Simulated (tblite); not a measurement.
# C$_{4}$H$_{14}$N$_{2}$SSi$_{2}$: geometry relaxation (part 1 of 4)

The run: geometry relaxation of C$_{4}$H$_{14}$N$_{2}$SSi$_{2}$. Method and program: GFN2-xTB geometry optimisation, gas phase (tblite 0.8.0).

It belongs to a series of runs on one base structure; here: CH2 inserted into a N-Si bond.

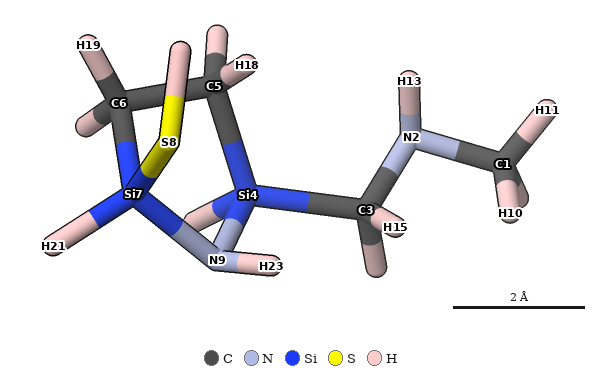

The structure as given in the input (stick view, seen at a tilt; atoms are numbered from 1 in the order of the input).

## Summary

- outcome: converged
- total energy: −770.0026 eV
- hardware: 1 CPU thread, shared host
- wall time: 2.8 s
- peak memory: 0.19 GiB

## Input file
```
{"job": {"kind": "relax", "xc": "GFN2-xTB", "basis": "xTB"}, "charge": 0, "multiplicity": 1}
C      3.670400     0.518300     0.368800
N      2.355400     0.629900    -0.298200
C      1.644800    -0.566000     0.082500
Si    -0.055500    -0.701400    -0.618200
C     -1.022700     0.867200    -0.666000
C     -2.428700     0.337200    -0.953700
Si    -2.616000    -0.891700     0.424300
S     -3.195800     0.154500     2.200200
N     -1.018700    -1.676600     0.565300
H      3.466600    -0.124300     1.275100
H      4.005500     1.491700     0.763900
H      4.397600    -0.013900    -0.233300
H      1.928400     1.506500     0.037000
H      2.244400    -1.440100    -0.295700
H      1.597800    -0.646800     1.173400
H     -0.170900    -1.369200    -1.883100
H     -0.702900     1.566400    -1.467500
H     -1.097200     1.358500     0.327000
H     -3.187500     1.130900    -0.943000
H     -2.379100    -0.197600    -1.907700
H     -3.629400    -1.915700     0.095900
H     -3.209600     1.535500     1.974900
H     -0.601500    -1.526500     1.533900
```

The first line tells a small driver script what to run in tblite; the rest is the geometry in Å.

Launched with:
```bash
OMP_NUM_THREADS=1 python <driver script> task.json out
```

## Log
```
step      E/eV     max force
  0    -768.71015    2.087
  1    -769.00715    1.325
  2    -769.15101    0.823
  3    -769.24032    0.913
  4    -769.39009    0.959
  5    -769.47050    0.545
  6    -769.51889    0.433
  7    -769.56681    0.456
  8    -769.60948    0.541
  9    -769.64455    0.359
 10    -769.67279    0.340
 11    -769.69536    0.272
 12    -769.71713    0.309
 13    -769.73740    0.279
 14    -769.75423    0.326
 15    -769.76800    0.347
 16    -769.78519    0.391
 17    -769.80448    0.299
 18    -769.82885    0.249
 19    -769.83816    0.239
 20    -769.84947    0.226
 21    -769.85820    0.194
 22    -769.86727    0.193
 23    -769.87333    0.199
 24    -769.87764    0.126
 25    -769.88123    0.277
 26    -769.88510    0.164
 27    -769.88937    0.156
 28    -769.89434    0.196
 29    -769.89690    0.149
 30    -769.90064    0.129
 31    -769.90388    0.129
 32    -769.90769    0.117
 33    -769.91105    0.121
 34    -769.91390    0.094
 35    -769.91610    0.099
 36    -769.91790    0.087
 37    -769.91957    0.100
 38    -769.92131    0.089
 39    -769.92319    0.112
 40    -769.92527    0.125
 41    -769.92738    0.152
 42    -769.92924    0.137
 43    -769.93072    0.076
 44    -769.93193    0.071
 45    -769.93305    0.089
 46    -769.93407    0.085
 47    -769.93493    0.075
 48    -769.93567    0.086
 49    -769.93645    0.069
 50    -769.93730    0.085
 51    -769.93807    0.061
 52    -769.93877    0.074
 53    -769.93948    0.073
 54    -769.94017    0.085
 55    -769.94081    0.080
 56    -769.94139    0.065
 57    -769.94198    0.059
 58    -769.94263    0.059
 59    -769.94331    0.063
 60    -769.94396    0.065
 61    -769.94455    0.054
 62    -769.94514    0.055
 63    -769.94575    0.067
 64    -769.94642    0.062
 65    -769.94716    0.064
 66    -769.94804    0.076
 67    -769.94901    0.083
 68    -769.94996    0.093
 69    -769.95081    0.069
 70    -769.95160    0.065
 71    -769.95243    0.083
 72    -769.95329    0.091
 73    -769.95422    0.082
 74    -769.95511    0.059
 75    -769.95600    0.063
 76    -769.95672    0.077
 77    -769.95782    0.070
 78    -769.95886    0.087
 79    -769.96001    0.105
 80    -769.96097    0.070
 81    -769.96230    0.077
 82    -769.96338    0.089
 83    -769.96508    0.080
 84    -769.96600    0.065
 85    -769.96651    0.055
 86    -769.96675    0.072
 87    -769.96717    0.039
 88    -769.96783    0.033
 89    -769.96830    0.038
 90    -769.96857    0.037
 91    -769.96874    0.042
 92    -769.96911    0.047
 93    -769.96953    0.049
 94    -769.97007    0.049
 95    -769.97059    0.050
 96    -769.97113    0.085
 97    -769.97166    0.052
 98    -769.97213    0.057
 99    -769.97264    0.061
100    -769.97331    0.066
101    -769.97433    0.079
102    -769.97492    0.049
103    -769.97549    0.049
104    -769.97614    0.054
105    -769.97695    0.062
106    -769.97755    0.099
107    -769.97836    0.072
108    -769.97898    0.062
109    -769.98008    0.057
110    -769.98064    0.054
111    -769.98165    0.059
112    -769.98241    0.074
113    -769.98334    0.072
114    -769.98417    0.070
115    -769.98492    0.069
116    -769.98563    0.062
117    -769.98634    0.079
118    -769.98703    0.054
119    -769.98758    0.044
120    -769.98786    0.045
121    -769.98821    0.042
122    -769.98866    0.038
123    -769.98923    0.047
124    -769.98980    0.058
125    -769.99029    0.058
126    -769.99069    0.050
127    -769.99100    0.042
128    -769.99124    0.027
129    -769.99143    0.037
130    -769.99165    0.045
131    -769.99194    0.039
132    -769.99218    0.035
133    -769.99249    0.030
134    -769.99280    0.039
135    -769.99306    0.036
136    -769.99331    0.033
137    -769.99363    0.041
138    -769.99403    0.045
139    -769.99451    0.057
140    -769.99503    0.049
141    -769.99548    0.043
142    -769.99578    0.032
143    -769.99602    0.037
144    -769.99627    0.029
145    -769.99656    0.032
146    -769.99670    0.029
147    -769.99699    0.027
148    -769.99723    0.034
149    -769.99746    0.039
150    -769.99762    0.035
151    -769.99777    0.029
152    -769.99794    0.032
153    -769.99812    0.042
154    -769.99833    0.037
155    -769.99859    0.028
156    -769.99878    0.031
157    -769.99899    0.020
158    -769.99908    0.017
159    -769.99914    0.022
160    -769.99920    0.019
161    -769.99931    0.029
162    -769.99945    0.023
163    -769.99955    0.028
164    -769.99962    0.016
165    -769.99968    0.014
166    -769.99974    0.016
167    -769.99982    0.019
168    -769.99988    0.014
169    -769.99993    0.015
170    -769.99998    0.016
171    -770.00003    0.018
172    -770.00009    0.018
173    -770.00017    0.018
174    -770.00025    0.014
175    -770.00031    0.015
176    -770.00036    0.015
177    -770.00041    0.015
178    -770.00046    0.017
179    -770.00051    0.023
180    -770.00058    0.023
181    -770.00065    0.019
182    -770.00073    0.018
183    -770.00083    0.024
184    -770.00093    0.025
185    -770.00103    0.022
186    -770.00113    0.020
187    -770.00121    0.019
188    -770.00127    0.036
189    -770.00134    0.018
190    -770.00139    0.016
191    -770.00148    0.019
192    -770.00153    0.021
193    -770.00164    0.017
194    -770.00171    0.012
195    -770.00175    0.012
196    -770.00178    0.010
197    -770.00181    0.014
198    -770.00185    0.013
199    -770.00189    0.013
200    -770.00192    0.012
201    -770.00195    0.014
202    -770.00199    0.017
203    -770.00203    0.017
204    -770.00208    0.014
205    -770.00212    0.015
206    -770.00218    0.019
207    -770.00224    0.018
208    -770.00230    0.017
209    -770.00235    0.015
210    -770.00238    0.011
211    -770.00241    0.010
212    -770.00244    0.013
213    -770.00247    0.013
214    -770.00251    0.016
215    -770.00255    0.013
216    -770.00258    0.011
217    -770.00260    0.010
```

## Trajectory as extended XYZ (Å, eV, eV/Å), 36 of the 218 frames kept, from step=0 to step=217
```
23
Properties=species:S:1:pos:R:3:forces:R:3 step=0 energy=-768.71015
C     3.6704    0.5183    0.3688   -0.9340   0.0310   1.2850
N     2.3554    0.6299   -0.2982    1.1730   0.3480   0.2580
C     1.6448   -0.5660    0.0825    0.6490  -0.5000  -0.3760
Si   -0.0555   -0.7014   -0.6182   -0.2350  -1.2900   0.7930
C    -1.0227    0.8672   -0.6660   -0.6450   1.4150  -0.4630
C    -2.4287    0.3372   -0.9537    0.1840   0.3770  -0.2780
Si   -2.6160   -0.8917    0.4243   -0.2580  -1.5810   0.2740
S    -3.1958    0.1545    2.2002   -0.2140   0.9790   0.5850
N    -1.0187   -1.6766    0.5653    0.1360   1.9190   0.8080
H     3.4666   -0.1243    1.2751    0.7550   0.5050  -0.3440
H     4.0055    1.4917    0.7639    0.2150  -0.4040  -0.6170
H     4.3976   -0.0139   -0.2333    0.0400   0.3150  -0.2050
H     1.9284    1.5065    0.0370   -0.1480  -0.7980  -0.1810
H     2.2444   -1.4401   -0.2957   -0.4400   0.7760   0.4100
H     1.5978   -0.6468    1.1734    0.0260  -0.2660   0.2640
H    -0.1709   -1.3692   -1.8831    0.0020  -0.3420  -0.4990
H    -0.7029    1.5664   -1.4675   -0.1670  -0.0610   0.7250
H    -1.0972    1.3585    0.3270    0.5120   0.1670  -0.6780
H    -3.1875    1.1309   -0.9430    0.2200  -0.2330  -0.3900
H    -2.3791   -0.1976   -1.9077   -0.5180   0.3670   0.1170
H    -3.6294   -1.9157    0.0959    0.3030   0.2060   0.2790
H    -3.2096    1.5355    1.9749    0.1330  -1.2970  -0.2440
H    -0.6015   -1.5265    1.5339   -0.7860  -0.6320  -1.5200
23
Properties=species:S:1:pos:R:3:forces:R:3 step=6 energy=-769.51889
C     3.6899    0.5272    0.4424    0.0790   0.1050  -0.1120
N     2.4220    0.5981   -0.2623   -0.0940   0.0200   0.2150
C     1.6668   -0.5780    0.0869    0.1200  -0.3990   0.0150
Si   -0.0549   -0.7127   -0.6357   -0.0790   0.0500   0.1090
C    -1.0340    0.8957   -0.7096   -0.1220   0.3420  -0.1210
C    -2.4463    0.3458   -0.9345   -0.0460   0.3570  -0.1690
Si   -2.7173   -0.8958    0.4740    0.1130   0.0390  -0.1200
S    -3.2326    0.1381    2.3094   -0.1210  -0.0320  -0.0620
N    -1.0794   -1.4477    0.5791    0.0630  -0.0570   0.0450
H     3.6107   -0.0882    1.3571    0.1610   0.3160  -0.0920
H     4.0805    1.5081    0.6853   -0.0390   0.1800   0.0800
H     4.3921    0.0581   -0.2366    0.2920  -0.2610  -0.0290
H     1.8814    1.4059    0.0146    0.0520   0.2740   0.1040
H     2.2547   -1.4168   -0.2682    0.0900  -0.3430  -0.0810
H     1.6134   -0.6961    1.1817   -0.0780  -0.0490   0.1120
H    -0.1683   -1.4297   -1.9144    0.0560  -0.0240   0.1290
H    -0.7171    1.6381   -1.4370   -0.1750  -0.1040  -0.3820
H    -0.9983    1.4319    0.2439   -0.0070  -0.1410   0.0770
H    -3.1954    1.1251   -1.0055   -0.1550   0.3320   0.2000
H    -2.4823   -0.1435   -1.9069    0.0240  -0.2140   0.0930
H    -3.6449   -1.9730    0.1504    0.0080   0.0560   0.1800
H    -3.1744    1.3926    1.8638    0.0150  -0.2060  -0.0550
H    -0.6709   -1.6564    1.4780   -0.1580  -0.2390  -0.1360
23
Properties=species:S:1:pos:R:3:forces:R:3 step=12 energy=-769.71713
C     3.7436    0.5628    0.4348    0.0030  -0.0160   0.0530
N     2.4421    0.5680   -0.2026   -0.0640  -0.0590  -0.1430
C     1.6998   -0.6363    0.1113   -0.0780  -0.0300   0.0600
Si   -0.0484   -0.6776   -0.6207    0.1130   0.1490  -0.1770
C    -1.0561    0.9398   -0.7674    0.0750  -0.1340   0.0230
C    -2.4907    0.4172   -0.9298    0.0460  -0.0650   0.0350
Si   -2.7406   -0.8640    0.4598   -0.0710   0.2400   0.1270
S    -3.2971    0.0868    2.3198   -0.1000  -0.1850  -0.0810
N    -1.1023   -1.3643    0.5787    0.1180  -0.1610   0.0270
H     3.7378    0.0262    1.3877   -0.0470  -0.0670   0.2310
H     4.1027    1.5652    0.6350    0.0240   0.1950  -0.1770
H     4.4460    0.0509   -0.2195    0.1220  -0.0220  -0.0990
H     1.8984    1.3846    0.0534    0.0680  -0.0250   0.1380
H     2.2763   -1.4890   -0.2635   -0.0780   0.1200   0.0190
H     1.6084   -0.7760    1.2046    0.1080  -0.0550   0.0090
H    -0.1469   -1.4582   -1.8695    0.0460   0.0610   0.0930
H    -0.7818    1.6517   -1.5503   -0.0680  -0.2030   0.0470
H    -0.9621    1.4535    0.1966   -0.0810   0.1520  -0.1740
H    -3.2324    1.2194   -0.9831    0.1170  -0.0780   0.0870
H    -2.5418   -0.1392   -1.8661   -0.1170   0.1460  -0.0580
H    -3.6478   -1.9684    0.2383   -0.1310  -0.0960  -0.0660
H    -3.1554    1.2841    1.7994   -0.0140   0.2990   0.0750
H    -0.7566   -1.8103    1.4092    0.0080  -0.1660  -0.0500
23
Properties=species:S:1:pos:R:3:forces:R:3 step=19 energy=-769.83816
C     3.7874    0.5790    0.4339   -0.0810   0.0570   0.0060
N     2.4642    0.5448   -0.1650   -0.0180   0.0350  -0.0920
C     1.7179   -0.6592    0.1495    0.0390   0.0420   0.0050
Si   -0.0284   -0.6533   -0.5951    0.0060  -0.1060   0.0530
C    -1.0642    0.9298   -0.7959    0.0260  -0.0510  -0.0740
C    -2.5024    0.4190   -0.9166   -0.0720   0.0130   0.0780
Si   -2.7413   -0.8645    0.4652   -0.1130   0.0780   0.0620
S    -3.4118    0.0908    2.2863   -0.0050  -0.0660  -0.0410
N    -1.1015   -1.3827    0.5686   -0.0270  -0.1100   0.1940
H     3.7873    0.1274    1.4398    0.1490   0.1060  -0.0620
H     4.1014    1.6206    0.4991    0.1250  -0.0900   0.0560
H     4.5029    0.0450   -0.1993   -0.1540  -0.0600   0.0890
H     1.9469    1.3561    0.1575   -0.0880  -0.0650   0.0030
H     2.2588   -1.5087   -0.2768    0.0370   0.0790   0.0510
H     1.6647   -0.8350    1.2402    0.0360  -0.0040  -0.0510
H    -0.0954   -1.4482   -1.8339    0.0600   0.0620  -0.0260
H    -0.8288    1.5514   -1.6561    0.1520   0.0110  -0.0360
H    -0.9852    1.5611    0.0962    0.0380  -0.0410  -0.1190
H    -3.1983    1.2577   -0.8880   -0.1040  -0.0440   0.0390
H    -2.6387   -0.0711   -1.8831    0.0380   0.0470   0.1060
H    -3.6781   -1.9543    0.2502   -0.0090  -0.0320  -0.0560
H    -3.1703    1.3238    1.8763    0.0100   0.0610   0.0360
H    -0.7917   -2.0026    1.3030   -0.0440   0.0790  -0.2210
23
Properties=species:S:1:pos:R:3:forces:R:3 step=25 energy=-769.88123
C     3.7998    0.6018    0.4312   -0.0220  -0.0260  -0.0060
N     2.4629    0.5508   -0.1441    0.0320   0.0310   0.0870
C     1.7310   -0.6689    0.1645    0.0820   0.0830   0.0310
Si   -0.0313   -0.6655   -0.5670    0.0980   0.0050   0.0030
C    -1.0629    0.9140   -0.8310   -0.0120  -0.0100   0.0410
C    -2.5178    0.4389   -0.8933   -0.0620  -0.0650   0.0330
Si   -2.7676   -0.8574    0.4755    0.0040  -0.0110  -0.0180
S    -3.4814    0.0953    2.2768   -0.0110  -0.0360   0.0320
N    -1.1254   -1.3816    0.5840   -0.0610   0.1940  -0.1880
H     3.8546    0.2225    1.4637   -0.1100  -0.0010   0.0000
H     4.1503    1.6342    0.4378   -0.0050  -0.0630  -0.0980
H     4.4858    0.0045   -0.1754   -0.1200   0.0030  -0.0120
H     1.9275    1.3370    0.2091   -0.0030   0.0370  -0.0030
H     2.2799   -1.5054   -0.2758    0.0110   0.0490  -0.0070
H     1.7081   -0.8582    1.2519   -0.0450  -0.0040  -0.0030
H    -0.0430   -1.4269   -1.8261    0.0160  -0.0350  -0.0490
H    -0.8022    1.4815   -1.7218    0.0200  -0.0530  -0.0830
H    -0.9646    1.6023    0.0069    0.1070   0.0380   0.1210
H    -3.2205    1.2710   -0.8214    0.0630   0.0410  -0.0260
H    -2.6900   -0.0329   -1.8587   -0.0360  -0.0370  -0.0100
H    -3.6954   -1.9575    0.2368    0.0440   0.0650  -0.0130
H    -3.1744    1.3372    1.9319    0.0190  -0.0250   0.0030
H    -0.8281   -2.1098    1.2004   -0.0080  -0.1810   0.1670
23
Properties=species:S:1:pos:R:3:forces:R:3 step=31 energy=-769.90388
C     3.7850    0.6077    0.4307    0.0160  -0.0060  -0.0410
N     2.4472    0.5825   -0.1265   -0.0590  -0.0110   0.0520
C     1.7417   -0.6496    0.1755   -0.1220  -0.0240  -0.0240
Si   -0.0149   -0.6765   -0.5636   -0.1170  -0.0510  -0.0200
C    -1.0513    0.9002   -0.8331    0.0340  -0.0440  -0.0290
C    -2.5189    0.4472   -0.8779    0.0850   0.0290  -0.0060
Si   -2.7698   -0.8469    0.4836    0.0420  -0.0510  -0.0650
S    -3.5052    0.0832    2.2818    0.0060   0.0390   0.0710
N    -1.1294   -1.3840    0.5766   -0.0260   0.0190  -0.0300
H     3.8318    0.2600    1.4753   -0.0270   0.0380  -0.0200
H     4.1848    1.6185    0.3811   -0.0080   0.0120  -0.0260
H     4.4178   -0.0423   -0.1749    0.0280  -0.0550   0.0320
H     1.9098    1.3636    0.2329    0.0060   0.0500   0.0480
H     2.3087   -1.4681   -0.2749    0.0140   0.0240   0.0080
H     1.7093   -0.8598    1.2592    0.0240   0.0540  -0.0030
H    -0.0054   -1.4216   -1.8376    0.0110  -0.0310   0.0360
H    -0.7796    1.4160   -1.7543   -0.0510   0.0660   0.0630
H    -0.9121    1.6043   -0.0073   -0.0240  -0.0220  -0.1020
H    -3.2089    1.2902   -0.8049    0.0930   0.0260  -0.0220
H    -2.7136   -0.0344   -1.8362    0.0300   0.0440   0.0110
H    -3.6919   -1.9414    0.2115    0.0000   0.0240   0.0140
H    -3.1675    1.3285    1.9673    0.0020  -0.0880   0.0160
H    -0.8723   -2.1502    1.1716    0.0400  -0.0430   0.0370
```
